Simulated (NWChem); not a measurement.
# Si2H4Cl2O (SMILES [SiH3]O[SiH](Cl)Cl) at 6 levels

We compute a comparison of 6 runs (HF/STO-3G, HF/3-21G, B3LYP/6-31G*, MP2/6-31G*, CCSD/3-21G) of Si2H4Cl2O. 

The results are computed with NWChem 7.3.0.

### 1 The molecule

The species is Si2H4Cl2O (9 atoms), meant as a singlet with charge 0. As SMILES, `[SiH3]O[SiH](Cl)Cl`. The coordinates come from a PBE0-D4/def2-TZVP relaxation. This is one conformer, not always the lowest.

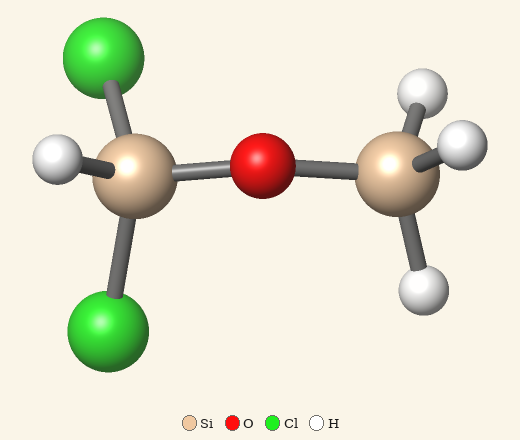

The structure, seen from a chosen angle (silicon light orange, oxygen red, chlorine green, hydrogen white).

### 2 Energy and gradient at HF/STO-3G (run 1)

File run.py:

```python
from ase import Atoms
from ase.calculators.nwchem import NWChem

mol = Atoms('SiOSiClClHHHH', positions=[
    [-1.499700, -0.523200, 0.020000],
    [-0.219600, 0.500500, -0.159700],
    [1.376000, 0.680200, -0.086800],
    [2.028900, 0.361300, 1.818000],
    [2.287500, -0.668900, -1.314500],
    [-2.728400, 0.261800, -0.238000],
    [-1.514900, -1.062200, 1.401600],
    [-1.385400, -1.634500, -0.955200],
    [1.744200, 2.038900, -0.502800],
])

calc = NWChem(
    label='cl2h4osi2',
    theory='scf',
    memory='2200 mb',
    basis='STO-3G',
    basispar='spherical bse',
    scf={'nopen': '0', 'rhf': None, 'thresh': '1e-08', 'maxiter': '80', 'print': 'low'},
)
mol.calc = calc

forces = mol.get_forces()
print("Total energy (eV):", round(mol.get_potential_energy(), 6))
print("forces (eV/A):")
for s, f in zip(mol.symbols, forces):
    print(f"{s:2s} {f[0]:10.5f} {f[1]:10.5f} {f[2]:10.5f}")
```

Command:

```console
$ export ASE_NWCHEM_COMMAND="nwchem PREFIX.nwi > PREFIX.nwo"
$ python run.py
```

The log of the run:

```text
Total energy (eV): -42359.986331
forces (eV/A):
Si   -0.71117   -0.88857    0.19664
O     0.50198    0.32833   -0.05502
Si   -1.91254    1.85675   -0.78969
Cl    0.48542   -0.19386    1.20112
Cl    0.65100   -0.83653   -0.76454
H     1.31784   -0.81777    0.26991
H    -0.00345    0.55104   -1.47566
H    -0.14192    1.16456    1.04808
H    -0.18712   -1.16389    0.36916
```

The calculator wrote cl2h4osi2.nwi:

```
title "cl2h4osi2"

permanent_dir cl2h4osi2

scratch_dir cl2h4osi2

start cl2h4osi2

geometry units angstrom nocenter noautosym noautoz
  Si -1.4997000000000000e+00 -5.2320000000000000e-01 2.0000000000000000e-02
  O  -2.1959999999999999e-01 5.0049999999999994e-01 -1.5970000000000001e-01
  Si 1.3759999999999999e+00 6.8020000000000003e-01 -8.6800000000000002e-02
  Cl 2.0289000000000001e+00 3.6130000000000001e-01 1.8180000000000001e+00
  Cl 2.2875000000000001e+00 -6.6890000000000005e-01 -1.3145000000000000e+00
  H  -2.7284000000000002e+00 2.6179999999999998e-01 -2.3799999999999999e-01
  H  -1.5148999999999999e+00 -1.0622000000000000e+00 1.4016000000000000e+00
  H  -1.3854000000000000e+00 -1.6345000000000001e+00 -9.5520000000000005e-01
  H  1.7442000000000000e+00 2.0388999999999999e+00 -5.0280000000000002e-01
end

memory 2200 mb

basis spherical bse noprint
   * library STO-3G
end

scf
  nopen 0
  rhf
  thresh 1e-08
  maxiter 80
  print low
end

task scf gradient
```

cl2h4osi2.nwo:

```text
Northwest Computational Chemistry Package (NWChem) 7.3.0
             --------------------------------------------------------

           Job information
           ---------------

    nwchem branch   = 7.3.0
    use scalapack   = T
    input           = cl2h4osi2.nwi
    prefix          = cl2h4osi2.
    data base       = cl2h4osi2/cl2h4osi2.db
    status          = startup
    nproc           =        1

           Memory information
           ------------------

    heap     =     72089596 doubles =      550.0 Mbytes
    stack    =     72089601 doubles =      550.0 Mbytes
    global   =    144179200 doubles =     1100.0 Mbytes (distinct from heap & stack)
    total    =    288358397 doubles =     2200.0 Mbytes
    verify   = yes
    hardfail = no

[... 38 lines left out ...]
            Nuclear Dipole moment (a.u.)
[... 72 lines left out ...]
       Final RHF  results
       ------------------

         Total SCF energy =  -1556.700797719997
      One-electron energy =  -3037.961643047943
      Two-electron energy =   1041.558173281795
 Nuclear repulsion energy =    439.702672046151

        Time for solution =      4.2s

                              NWChem Gradients Module
                              -----------------------

                         RHF ENERGY GRADIENTS

    atom               coordinates                        gradient
                 x          y          z           x          y          z
   1 Si     -2.834022  -0.988705   0.037795    0.013830   0.017280  -0.003824
   2 O      -0.414984   0.945808  -0.301789   -0.009762  -0.006385   0.001070
   3 Si      2.600263   1.285392  -0.164028    0.037193  -0.036108   0.015357
[... 5 lines of this table left out ...]
   9 H       3.296060   3.852962  -0.950154    0.003639   0.022634  -0.007179

 Task  times  cpu:        5.2s     wall:        5.2s
 Total times  cpu:        5.2s     wall:        5.2s
```

It took 6.6 s on 1 thread of Intel Xeon Platinum 8375C at 2.90GHz (Ice Lake), shared host; peak memory 0.098 GiB.

### 3 Energy and forces at HF/3-21G (run 2)

File cl2h4osi2.nw:

```
start cl2h4osi2
memory 2200 mb

geometry units angstrom noautosym nocenter noautoz
  Si      -1.499700      -0.523200       0.020000
  O       -0.219600       0.500500      -0.159700
  Si       1.376000       0.680200      -0.086800
  Cl       2.028900       0.361300       1.818000
  Cl       2.287500      -0.668900      -1.314500
  H       -2.728400       0.261800      -0.238000
  H       -1.514900      -1.062200       1.401600
  H       -1.385400      -1.634500      -0.955200
  H        1.744200       2.038900      -0.502800
end

basis spherical bse
  Si library 3-21G
  O library 3-21G
  Cl library 3-21G
  H library 3-21G
end

scf
  singlet
  rhf
  thresh 1e-08
  maxiter 80
end

task scf gradient
```

Command:

```console
$ nwchem cl2h4osi2.nw > cl2h4osi2.out
```

The log of the run:

```text
[...]
  functions       =    69
[...]
  wavefunction    = RHF
[...]
         Total SCF energy =  -1566.325864207339
      One-electron energy =  -3044.540414571502
      Two-electron energy =   1038.511878318012
 Nuclear repulsion energy =    439.702672046151
        Time for solution =      4.2s
[...]
                         RHF ENERGY GRADIENTS
    atom               coordinates                        gradient
                 x          y          z           x          y          z
   1 Si     -2.834022  -0.988705   0.037795    0.026219   0.006150   0.000307
   2 O      -0.414984   0.945808  -0.301789   -0.006029   0.003483  -0.001435
   3 Si      2.600263   1.285392  -0.164028    0.016580  -0.054706   0.018728
   4 Cl      3.834065   0.682758   3.435522   -0.014894   0.007127  -0.042793
   5 Cl      4.322748  -1.264038  -2.484045   -0.020737   0.030274   0.027621
   6 H      -5.155928   0.494730  -0.449755    0.000337   0.002469  -0.000605
   7 H      -2.862746  -2.007267   2.648640    0.000207   0.000599   0.000669
   8 H      -2.618026  -3.088757  -1.805066    0.000379   0.000241  -0.000907
   9 H       3.296060   3.852962  -0.950154   -0.002061   0.004363  -0.001585
[...]
```

Run time: 6.3 s. Hardware: 1 thread of Intel Xeon Platinum 8375C at 2.90GHz (Ice Lake), shared host; peak memory 0.097 GiB.

Runs 3 to 4 aren't shown in full; the table further down has their settings and results.

### 4 Energy and forces at MP2/6-31G(d) (spherical functions) (run 5)

File run.py:

```python
from ase import Atoms
from ase.calculators.nwchem import NWChem

atoms = Atoms(['Si', 'O', 'Si', 'Cl', 'Cl', 'H', 'H', 'H', 'H'], positions=[
    [-1.499700, -0.523200, 0.020000],
    [-0.219600, 0.500500, -0.159700],
    [1.376000, 0.680200, -0.086800],
    [2.028900, 0.361300, 1.818000],
    [2.287500, -0.668900, -1.314500],
    [-2.728400, 0.261800, -0.238000],
    [-1.514900, -1.062200, 1.401600],
    [-1.385400, -1.634500, -0.955200],
    [1.744200, 2.038900, -0.502800],
])

calc = NWChem(
    label='cl2h4osi2',
    theory='mp2',
    memory='2200 mb',
    basis='6-31G*',
    basispar='spherical bse',
    scf={'nopen': '0', 'rhf': None, 'thresh': '1e-08', 'maxiter': '80'},
    mp2={'freeze': 'core 21', 'tight': None},
)
atoms.calc = calc

forces = atoms.get_forces()
print(f"energy = {atoms.get_potential_energy():.6f} eV")
print("forces (eV/A):")
for s, f in zip(atoms.symbols, forces):
    print(f"{s:2s} {f[0]:10.5f} {f[1]:10.5f} {f[2]:10.5f}")
```

Command:

```console
$ export ASE_NWCHEM_COMMAND="nwchem PREFIX.nwi > PREFIX.nwo"
$ python run.py
```

The log of the run:

```text
energy = -42851.362120 eV
forces (eV/A):
Si   -0.80578   -0.57618    0.09606
O    -0.09529    0.45596   -0.13282
Si    0.76459    0.21289   -0.00494
Cl    0.05214   -0.00684    0.10459
Cl    0.06731   -0.06376   -0.07024
H     0.02468   -0.03769    0.01044
H    -0.01224    0.00093   -0.03985
H    -0.01913    0.01836    0.03306
H     0.02371   -0.00365    0.00365
```

The calculator wrote cl2h4osi2.nwi:

```
title "cl2h4osi2"

permanent_dir cl2h4osi2

scratch_dir cl2h4osi2

start cl2h4osi2

geometry units angstrom nocenter noautosym noautoz
  Si -1.4997000000000000e+00 -5.2320000000000000e-01 2.0000000000000000e-02
  O  -2.1959999999999999e-01 5.0049999999999994e-01 -1.5970000000000001e-01
  Si 1.3759999999999999e+00 6.8020000000000003e-01 -8.6800000000000002e-02
  Cl 2.0289000000000001e+00 3.6130000000000001e-01 1.8180000000000001e+00
  Cl 2.2875000000000001e+00 -6.6890000000000005e-01 -1.3145000000000000e+00
  H  -2.7284000000000002e+00 2.6179999999999998e-01 -2.3799999999999999e-01
  H  -1.5148999999999999e+00 -1.0622000000000000e+00 1.4016000000000000e+00
  H  -1.3854000000000000e+00 -1.6345000000000001e+00 -9.5520000000000005e-01
  H  1.7442000000000000e+00 2.0388999999999999e+00 -5.0280000000000002e-01
end

memory 2200 mb

basis spherical bse noprint
   * library 6-31G*
end

scf
  nopen 0
  rhf
  thresh 1e-08
  maxiter 80
end
mp2
  freeze core 21
  tight
end

task mp2 gradient
```

cl2h4osi2.nwo:

```text
Northwest Computational Chemistry Package (NWChem) 7.3.0
             --------------------------------------------------------

           Job information
           ---------------

    nwchem branch   = 7.3.0
    use scalapack   = T
    input           = cl2h4osi2.nwi
    prefix          = cl2h4osi2.
    data base       = cl2h4osi2/cl2h4osi2.db
    status          = startup
    nproc           =        1

           Memory information
           ------------------

    heap     =     72089596 doubles =      550.0 Mbytes
    stack    =     72089601 doubles =      550.0 Mbytes
    global   =    144179200 doubles =     1100.0 Mbytes (distinct from heap & stack)
    total    =    288358397 doubles =     2200.0 Mbytes
    verify   = yes
    hardfail = no

[... 127 lines left out ...]
 1-e energy   =   -3053.085502
[... 9 lines left out ...]
 Convergence threshold     :          1.000E-08
[... 15 lines left out ...]
         Total SCF energy =  -1574.177448129212
[... 2 lines left out ...]
 Nuclear repulsion energy =    439.702672046151
[... 411 lines left out ...]
 CPHF converged to   7.1D-07 in   10 iters
[... 109 lines left out ...]
  MP2 natural orbitals output to cl2h4osi2/cl2h4osi2.mp2nos
[... 1 line left out ...]
                         mp2 ENERGY GRADIENTS

    atom               coordinates                        gradient
                 x          y          z           x          y          z
   1 Si     -2.834022  -0.988705   0.037795    0.015670   0.011205  -0.001868
   2 O      -0.414984   0.945808  -0.301789    0.001853  -0.008867   0.002583
   3 Si      2.600263   1.285392  -0.164028   -0.014869  -0.004140   0.000096
[... 5 lines of this table left out ...]
   9 H       3.296060   3.852962  -0.950154   -0.000461   0.000071  -0.000071

                 ----------------------------------------
                 |  Time  |  1-e(secs)   |  2-e(secs)   |
                 ----------------------------------------
                 |  CPU   |       0.01   |       7.70   |
                 ----------------------------------------
                 |  WALL  |       0.01   |       7.70   |
                 ----------------------------------------
 -----------------------
 Task  times  cpu:       80.7s     wall:       80.7s
 Total times  cpu:       80.7s     wall:       80.7s
```

Wall time 82 s (1 thread of Intel Xeon Platinum 8375C at 2.90GHz (Ice Lake), shared host); peak memory 0.31 GiB.

### 5 A single-point energy at CCSD/3-21G (run 6)

File cl2h4osi2.nw:

```
start cl2h4osi2
memory 2200 mb

geometry noautosym nocenter noautoz
  Si    -1.499700    -0.523200     0.020000
  O     -0.219600     0.500500    -0.159700
  Si     1.376000     0.680200    -0.086800
  Cl     2.028900     0.361300     1.818000
  Cl     2.287500    -0.668900    -1.314500
  H     -2.728400     0.261800    -0.238000
  H     -1.514900    -1.062200     1.401600
  H     -1.385400    -1.634500    -0.955200
  H      1.744200     2.038900    -0.502800
end

basis spherical bse
  Si library 3-21G
  O library 3-21G
  Cl library 3-21G
  H library 3-21G
end

scf
  singlet
  rhf
  thresh 1e-08
  maxiter 80
end

ccsd
  freeze core 21
  maxiter 60
end

task ccsd
```

Command:

```console
$ nwchem cl2h4osi2.nw > cl2h4osi2.out
```

The log of the run:

```text
[...]
  functions       =    69
[...]
  wavefunction    = RHF
[...]
         Total SCF energy =  -1566.325864207339
      One-electron energy =  -3044.540414571502
      Two-electron energy =   1038.511878318012
 Nuclear repulsion energy =    439.702672046151
        Time for solution =      4.1s
[...]
 Total MP2 energy:          -1566.631800459695114
[...]
             energy      energy      error      ampl     ampl      Block
                                                time     time      time
[...]
 Total CCSD energy:          -1566.666297135990135
[...]
```

It took 46 s on 1 thread of Intel Xeon Platinum 8375C at 2.90GHz (Ice Lake), shared host; peak memory 0.17 GiB.

### 6 The series

```tsv
run	level	iteration cap	module	energy (Eh)	largest force (eV/Å)	wall time
1	HF/STO-3G	80	scf	-1556.700798	2.780	6.6 s
2	HF/3-21G	80	scf	-1566.325864	3.093	6.3 s
3	B3LYP/6-31G* (spherical functions)	100	dft	-1577.177253	0.664	37 s
4	B3LYP/6-31G* (Cartesian functions)	100	dft	-1577.188276	0.637	40 s
5	MP2/6-31G* (spherical functions)	80	mp2	-1574.758525	0.995	82 s
6	CCSD/3-21G	80	ccsd	-1566.666297	–	46 s
```

### 7 Summary of results

| quantity | value |
| --- | --- |
| run 6: total energy | -1566.66630 Eh |
| run 6: HOMO energy (Hartree–Fock orbitals) | -12.85 eV |
| run 6: LUMO energy (Hartree–Fock orbitals) | 3.67 eV |
| run 6: HOMO–LUMO gap (Hartree–Fock orbitals) | 16.52 eV |
| run 6: correlation energy (21 core orbitals frozen) | -340.4 mEh |

**Reading.** Over runs 2, 3, 4, 5 the dipole moment (its size) runs from 1.58 D (B3LYP/6-31G*) to 2.41 D (HF/3-21G). The two ends differ in method and basis. Over runs 2, 3, 4 the HOMO–LUMO gap runs from 8.76 eV (B3LYP/6-31G*) to 16.52 eV (HF/3-21G). In run 1 the basis is minimal, so the values are rough. All runs together took 3.6 min, the longest 82 s.
